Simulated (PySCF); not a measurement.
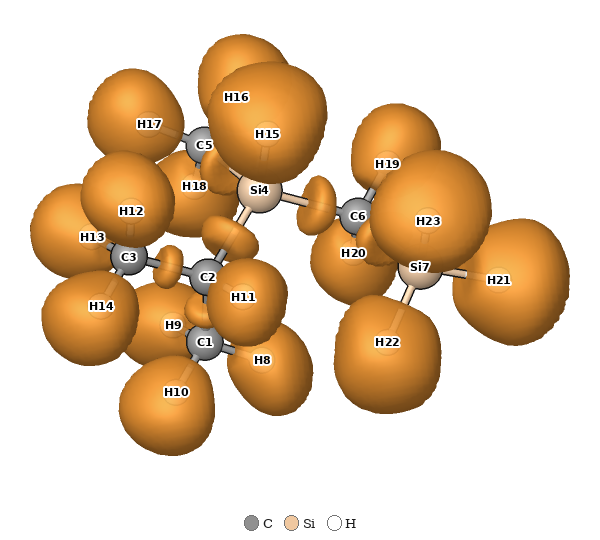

Figure 1: C$_{5}$H$_{16}$Si$_{2}$. Isosurface of the electron localisation function at 0.85 (orange), seen at a tilt. Core shells and regions of very low density are left out.

Geometry: PBE0-D3(BJ)/def2-SVP.

Method: PBE0/pcSseg-1, SCF density, gas phase, non-relativistic in PySCF 2.14.0.

Input file:

```
{"job": {"kind": "nmr", "xc": "PBE0", "basis": "pcSseg-1"}, "charge": 0, "multiplicity": 1}
C     -1.002852    -0.693288     1.397926
C     -0.806498     0.513909     0.482368
C     -2.139666     1.067057    -0.018750
Si     0.368801     0.134325    -0.960665
C     -0.390532    -1.125912    -2.135531
C      2.028026    -0.504157    -0.323845
Si     2.901253     0.585390     0.932669
H     -0.052742    -1.050248     1.824742
H     -1.463850    -1.538138     0.859999
H     -1.668554    -0.448067     2.242806
H     -0.303479     1.308747     1.065511
H     -2.005661     1.955587    -0.655926
H     -2.690122     0.316087    -0.609429
H     -2.792816     1.357121     0.821699
H      0.611977     1.413139    -1.707485
H      0.313700    -1.377959    -2.943475
H     -1.309544    -0.736625    -2.600231
H     -0.643972    -2.058776    -1.607545
H      2.699231    -0.640604    -1.189853
H      1.883122    -1.504565     0.120861
H      4.240623     0.028068     1.299869
H      2.093660     0.699143     2.187555
H      3.102661     1.963613     0.386019
```

Launched as:

```sh
OMP_NUM_THREADS=1 python probes_run.py task.json out
```

Where are the electrons localised?

Answer. The ELF exceeds this value in two regions between bonded C–C atoms (shared pairs), four regions between bonded C–Si atoms (shared pairs) and 16 regions around hydrogen nuclei. Along the contacts the grid gives the following. C–C (1.53 Å): the ELF peaks at about 0.95 between the atoms, as expected for a shared electron pair. C–Si (1.88 Å): the ELF peaks at about 0.95 between the atoms, as expected for localised, covalent bonding.
